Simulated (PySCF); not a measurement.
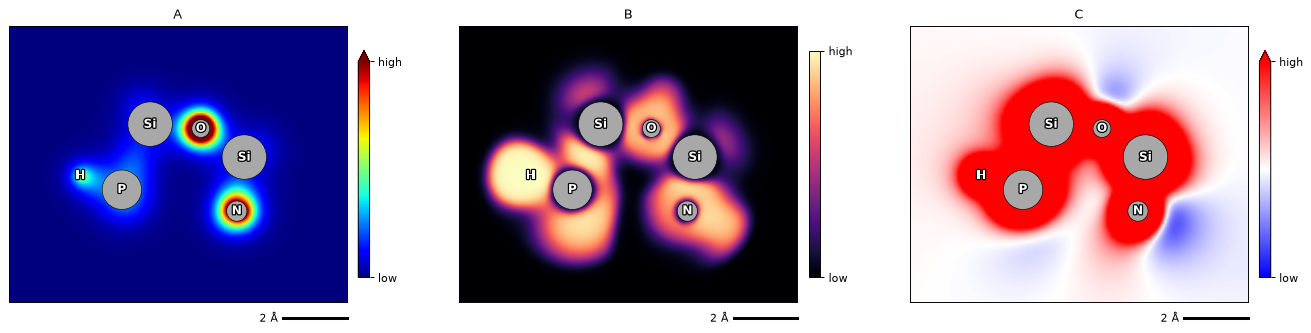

H8NOPSi2 (SMILES N[SiH2]O[SiH2]P): 3 fields on the plane of atoms Si4, P5 and H13, with unlabelled colour scales. Grey discs cover the atomic cores.

Geometry: GFN2-xTB, NEB image 0 of 0 to 8.

The calculation used PBE0/pcSseg-1, SCF density, gas phase, non-relativistic (PySCF).

```yaml
atoms:
  - { symbol: N, position_ang: [-1.9383, -1.0199, -0.1751] }
  - { symbol: Si, position_ang: [-1.4658, -0.0017, 1.1241] }
  - { symbol: O, position_ang: [0.0556, 0.6054, 1.0205] }
  - { symbol: Si, position_ang: [1.3490, 0.9842, 0.1393] }
  - { symbol: P, position_ang: [1.2816, -0.2167, -1.7583] }
  - { symbol: H, position_ang: [-2.0178, -0.6296, -1.1013] }
  - { symbol: H, position_ang: [-1.5681, -1.9548, -0.2365] }
  - { symbol: H, position_ang: [-1.4220, -0.8102, 2.3335] }
  - { symbol: H, position_ang: [-2.3423, 1.1613, 1.1043] }
  - { symbol: H, position_ang: [1.2634, 2.3984, -0.2277] }
  - { symbol: H, position_ang: [2.4893, 0.6893, 1.0065] }
  - { symbol: H, position_ang: [1.7790, -1.3822, -1.1997] }
  - { symbol: H, position_ang: [2.5319, 0.1771, -2.1975] }
```

Match the panels to the quantities (electron density, electron localisation function and electrostatic potential).

Answer. Panel A: electron density. Panel B: electron localisation function. Panel C: electrostatic potential (strongly positive close to the atoms, with negative regions outside electron-rich atoms). From the grid: Si–O (1.61 Å): the density is about 1.2 e/Å³ at the midpoint; the ELF peaks at about 0.85 between the atoms: a short, strongly polar bond. Si–N (1.72 Å): the density is about 1.1 e/Å³ at the midpoint; the ELF peaks at about 0.90 between the atoms (a polar covalent bond).
